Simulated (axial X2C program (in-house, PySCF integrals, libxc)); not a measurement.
# InZn: properties at the nuclei

Wanted for InZn: properties at the nuclei, at the two-component level.

Method: two-component X2C with atomic mean-field terms, In dyall-cv3z, Zn dyall-cv3z; program: an in-house X2C program for linear molecules on PySCF integrals.

All values are calculated.

## Step 1: Input

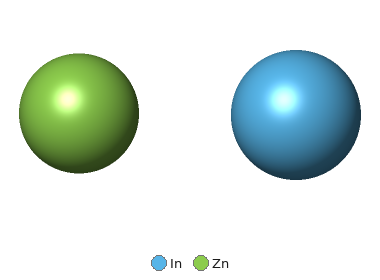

The two atoms at 2.600 Å (indium blue, zinc green).

Input file task.json:

```json
{"zs": [49, 30], "q": 0, "bas": ["dyall-cv3z", "dyall-cv3z"], "r0": 2.6, "levels": ["PBE0", "HF", "TPSSh", "LDA", "BP86"], "nst": 3}
```

Keys: zs atomic numbers; q charge; bas basis sets; r0 starting distance in Å; levels methods (HF also brings MP2); nst determinants followed.

On the command line:

```bash
> python soeom.py task.json out
```

Further steps of the session: Expectation values, lowest determinant; Expectation values, a higher determinant.

**Question.** What will these runs give? Wanted: lowest determinant; Eeff magnitude; Ws magnitude In; A∥/gI In; qzz In; higher determinant (for each run or level that gives them).

**Answer**, as computed:

```
                                        quantity                                    value
                              lowest determinant  Ω = 1/2 (excess of +ω over −ω: ω = 1/2)
                    Eeff magnitude (GV/cm), PBE0                                   0.0294
                     Ws magnitude In (kHz), PBE0                                   0.0775
                            A∥/gI In (MHz), PBE0                                     1770
                             qzz In (a.u.), PBE0                                     0.86
                              higher determinant  Ω = 3/2 (excess of +ω over −ω: ω = 3/2)
Eeff magnitude (GV/cm), PBE0, higher determinant                                   0.0182
 Ws magnitude In (kHz), PBE0, higher determinant                                   0.0317
        A∥/gI In (MHz), PBE0, higher determinant                                      112
         qzz In (a.u.), PBE0, higher determinant                                     0.74
```

In the first state, the effective field runs from 0.0294 to 1.54 GV/cm over the mean-field levels, so the levels don't agree on it. The expectation values come from single determinants, which for open shells can mix terms of unlike spin or miss the lowest Ω, so a determinant need not be a state. Eeff is the effective electric field on the electron dipole moment in this Ω state and Ws the scalar–pseudoscalar constant (defined with the proton number Z and per Ω); A∥ is the parallel hyperfine constant, which follows by multiplying with the nuclear g factor gI = μI/(I μN); qzz is the electric field gradient, eQq0 = 234.96 MHz × Q/barn × qzz; μ is positive if Zn is the positive end. The operators were transformed with the bare-nucleus X2C matrices.
